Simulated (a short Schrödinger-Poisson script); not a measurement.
System: MOS inversion layer, SiO2 on p-type Si(100), at 300 K.

```tsv
layer	material	thickness (nm)	Na (cm⁻³)
1	SiO2	0.8	-
2	Si	1200	1.2e17
```

Constants are typed, rounded textbook-type inputs, not results; the design itself was drawn at random and stands for no fabricated device. SiO2: permittivity 3.9, conduction-band edge (eV) 3.15, gap (eV) 9, electron mass (mₑ) 0.5. Si: permittivity 11.7, conduction-band edge (eV) 0, gap (eV) 1.124, Nv at 300 K (cm⁻³) 3.1e19.

Channel valleys (confinement mass, in-plane density-of-states mass, number): Δ2 0.916, 0.19, 2; Δ4 0.19, 0.417, 4. At the gate the conduction-band edge of layer 1 lies 3.62 eV − eVg above the Fermi level of the channel; the field vanishes at the back. Gaps are held at their typed values at every temperature. Mesh 0.03 nm at interfaces.

From a short Schrödinger-Poisson script (our own, NumPy): 1D Poisson equation in equilibrium, electrons quantum, Hartree (BenDaniel-Duke, 12 states a valley, the channel's in-plane mass for all, wave functions ending at the dielectric), parabolic valleys, classical holes, full ionisation, no traps, pinning or gate leakage.

Only gate voltages with over 1e8 electrons/cm² are shown.

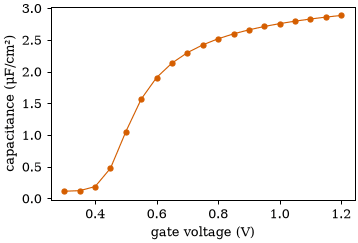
Quasi-static capacitance against gate voltage

| Vg (V) | electrons (cm⁻²) | C (μF/cm²) | Δ2 E0 (meV) | Δ2 E1 (meV) | Δ4 E0 (meV) | Δ4 E1 (meV) |
|---|---|---|---|---|---|---|
| 0.3 | 4.14e8 | 0.115 | 262.2 | 300.6 | 297.6 | 361.3 |
| 0.35 | 2.53e9 | 0.123 | 214.7 | 254.1 | 251.0 | 316.2 |
| 0.4 | 1.52e10 | 0.188 | 167.8 | 208.1 | 205.0 | 271.6 |
| 0.45 | 7.99e10 | 0.477 | 124.0 | 165.6 | 162.4 | 230.6 |
| 0.5 | 2.93e11 | 1.05 | 88.8 | 132.8 | 129.5 | 199.7 |
| 0.55 | 6.94e11 | 1.57 | 64.1 | 111.6 | 108.4 | 180.9 |
| 0.6 | 1.23e12 | 1.91 | 46.5 | 98.2 | 94.9 | 169.8 |
| 0.65 | 1.86e12 | 2.14 | 33.0 | 89.0 | 85.7 | 162.8 |
| 0.7 | 2.55e12 | 2.30 | 22.0 | 82.3 | 79.0 | 158.0 |
| 0.75 | 3.29e12 | 2.42 | 12.6 | 77.0 | 73.8 | 154.5 |
| 0.8 | 4.06e12 | 2.52 | 4.4 | 72.8 | 69.6 | 151.9 |
| 0.85 | 4.86e12 | 2.60 | -3.1 | 69.2 | 66.0 | 149.8 |
| 0.9 | 5.68e12 | 2.66 | -10.0 | 66.1 | 62.9 | 148.1 |
| 0.95 | 6.51e12 | 2.71 | -16.4 | 63.3 | 60.2 | 146.7 |
| 1 | 7.37e12 | 2.76 | -22.4 | 60.9 | 57.8 | 145.5 |
| 1.05 | 8.23e12 | 2.80 | -28.2 | 58.6 | 55.5 | 144.4 |
| 1.1 | 9.11e12 | 2.83 | -33.8 | 56.5 | 53.4 | 143.4 |
| 1.15 | 1.00e13 | 2.86 | -39.2 | 54.5 | 51.5 | 142.6 |
| 1.2 | 1.09e13 | 2.89 | -44.4 | 52.6 | 49.6 | 141.8 |

Subbands count from the Fermi level.
